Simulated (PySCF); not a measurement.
Al(OH)(OMe)2, SMILES C[O][Al]([OH])[O]C, singlet at its PBE0/def2-SVP optimised geometry (Å):

```
13

Al    -0.2333     0.1217     0.0000
O     -1.0832     1.5877     0.0000
H     -0.6576     2.4460     0.0001
O     -1.0663    -1.3434    -0.0003
C     -2.3728    -1.8098    -0.0080
H     -3.1230    -0.9976    -0.0221
H     -2.5557    -2.4460    -0.8930
H     -2.5723    -2.4303     0.8845
O      1.4548     0.1217     0.0000
C      2.4731    -0.8227     0.0050
H      2.0982    -1.8630     0.0028
H      3.1230    -0.7016    -0.8806
H      3.1140    -0.7023     0.8973
```

Level of theory: PBE0/def2-TZVP run with PySCF 2.14.0. Cells within 0.4 Å of a nucleus heavier than hydrogen are left out (blank, or x).

Map of the log10 of the electron density (e/bohr³), floored at −4 on the plane z = 0.0 Å:

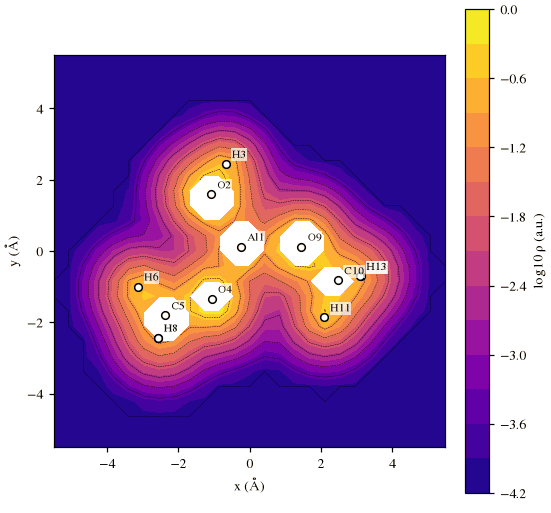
*Log10 of the electron density (e/bohr³), floored at −4 on the plane z = 0.0 Å.*
